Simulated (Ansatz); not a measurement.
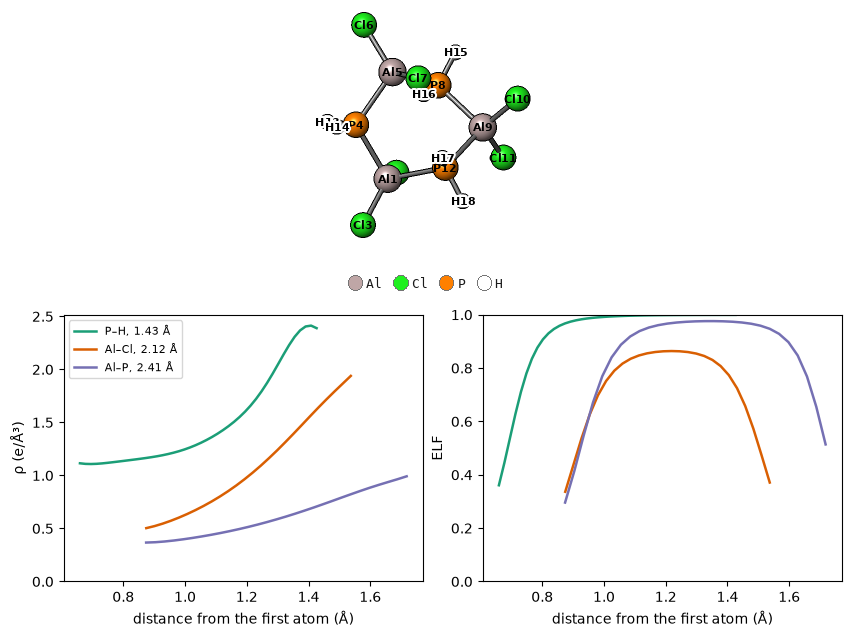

Al3Cl6H6P3. Total electron density and ELF along straight lines between neighbouring atoms. The curves leave out the atomic cores. The structure is drawn too.

Geometry: PBE-D4/def2-SVP.

All numbers below come from RKS PBE0-D4/def2-TZVP in Ansatz.

Input

```
crystal:
  periodic: [false, false, false]
  atoms:
    - {symbol: Al, position_ang: [-1.936998, 1.124450, -0.430377]}
    - {symbol: Cl, position_ang: [-1.010177, 1.508189, -2.321196]}
    - {symbol: Cl, position_ang: [-3.918903, 1.770485, -0.042845]}
    - {symbol: P, position_ang: [-0.312559, 2.052766, 1.090286]}
    - {symbol: Al, position_ang: [1.661037, 0.701889, 1.397984]}
    - {symbol: Cl, position_ang: [3.372347, 1.835633, 1.927175]}
    - {symbol: Cl, position_ang: [0.929330, -0.840943, 2.685111]}
    - {symbol: P, position_ang: [1.888099, -0.378841, -0.745888]}
    - {symbol: Al, position_ang: [0.326161, -2.179081, -1.160847]}
    - {symbol: Cl, position_ang: [1.066729, -3.853829, -0.087848]}
    - {symbol: Cl, position_ang: [-0.139160, -2.358307, -3.223122]}
    - {symbol: P, position_ang: [-1.645295, -1.247853, -0.109306]}
    - {symbol: H, position_ang: [-0.013880, 3.374347, 0.640172]}
    - {symbol: H, position_ang: [-0.851676, 2.329102, 2.382578]}
    - {symbol: H, position_ang: [3.214460, -0.906763, -0.801857]}
    - {symbol: H, position_ang: [1.926428, 0.566784, -1.812750]}
    - {symbol: H, position_ang: [-1.755459, -1.609456, 1.265887]}
    - {symbol: H, position_ang: [-2.800474, -1.888571, -0.653128]}
basis:
  gaussian: {orbitals: def2-TZVP, initial_orbitals: start.molden}
hamiltonian: {xc: pbe0, dispersion: d4}
scf: {omitted_lower_state_checks: [starts]}
output: {forces: true, orbitals: {seedname: orbitals}}
```

Run with:

```sh
ansatz run in.yaml --threads 4 --pin off --events-out ev --progress --plain --max-ram 6963MiB
```

Q: What can be read from the curves?

A: P–H (1.43 Å): the density is about 1.1 e/Å³ at the midpoint; the ELF climbs to about 1 towards the hydrogen, as it does in any bond to H.
Al–Cl (2.12 Å): ρ is about 0.71 e/Å³ halfway; the ELF peaks at about 0.85 in the valence shell of Cl, 0.9 Å from its nucleus, and is about 0.80 at the midpoint.
Al–P (2.41 Å): the density is about 0.52 e/Å³ at the midpoint; the ELF peaks at about 1 between the atoms (localised, covalent bonding).
